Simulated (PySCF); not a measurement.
# C3H5F3Si: geometry, spin-spin couplings

Wanted: the spin-spin couplings of C3H5F3Si (`FC/C(F)=C(\F)[SiH3]`), by calculation.

Programs: PySCF 2.14.0, with density-fitted response routines of our own. Each step states its level of theory. These are calculated values for one molecule in the gas phase, unless marked as measured. Atoms are numbered from 0 throughout.

## (1) Starting geometry

12 atoms, charge 0, multiplicity 1; geometry from: GFN2-xTB. The atoms were then displaced at random by about 0.01 Å, so the start is not that level's minimum.

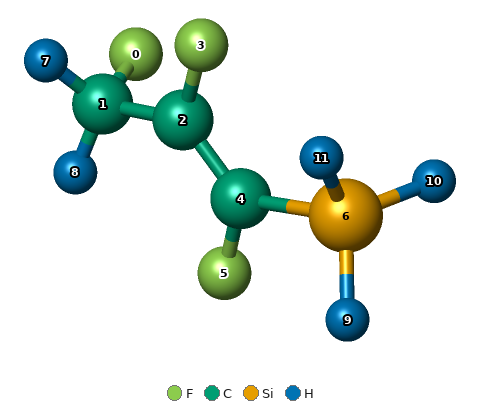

As it starts; fluorine green, carbon teal, silicon amber, hydrogen blue, atoms numbered.

## (2) Geometry optimisation at PBE0-D3(BJ)/def2-SVP

What the job is given:

```
{"job": {"xc": "PBE0", "basis": "def2-SVP", "d3": "d3bj", "grid": 1, "shake": 0.01, "kind": "geom"}, "charge": 0, "multiplicity": 1}
F     -2.580600     1.225390    -0.171420
C     -2.108730    -0.016280     0.054920
C     -0.660640     0.039690     0.371210
F     -0.329730     0.303560     1.674050
C      0.383570    -0.136030    -0.457600
F      0.092210    -0.399150    -1.740450
Si     2.248560    -0.024530    -0.017130
H     -2.652090    -0.417110     0.895650
H     -2.273900    -0.588380    -0.834330
H      2.891690    -0.948130    -0.930560
H      2.648270     1.356360    -0.237530
H      2.381070    -0.423650     1.384150
```

Launch:

```console
OMP_NUM_THREADS=1 python probes_run.py task.json out
```

The driver reads the jobs from task.json and runs them one after another.

**Question.** This job is followed by: B3LYP/cc-pVTZ indirect spin-spin coupling, non-relativistic, gas phase; B3LYP/6-31G* indirect spin-spin coupling, non-relativistic, gas phase. Predict these results of the whole session: point group; rotational constants (main isotopes); largest coupling of the table (B3LYP/cc-pVTZ); range of J(C4,F5), mean over like pairs.

The runs gave:

```
                                     quantity                     value
                                  point group                        C1
         rotational constants (main isotopes)      3.69, 1.26, 1.00 GHz
largest coupling of the table (B3LYP/cc-pVTZ)  ¹J(C,F) C4–F5, -331.6 Hz
      range of J(C4,F5), mean over like pairs       -331.6 to -247.7 Hz
```

In words: The start of the PBE0/def2-SVP relaxation was shaken at random by about 0.01 Å, so part of the energy gained, and of the first lengths quoted, undoes that. Relaxing lowered the energy by 0.175 eV in 15 steps; the close pair that moved most is Si6–H9, from 1.449 to 1.491 Å. Of the pairs tabulated at B3LYP/cc-pVTZ, C4–F5 couples most strongly (-331.6 Hz; Fermi contact -334.3 Hz). Couplings across rotatable bonds belong to this one conformer; where others are populated, the observed values are averages. Density functionals describe couplings to fluorine poorly, F–F couplings above all, so those rows are rough. The coupling C4–F5, as a mean over pairs of its kind, runs from -331.6 Hz (B3LYP/cc-pVTZ) to -247.7 Hz (B3LYP/6-31G*). Couplings from bases without tight functions are rough.
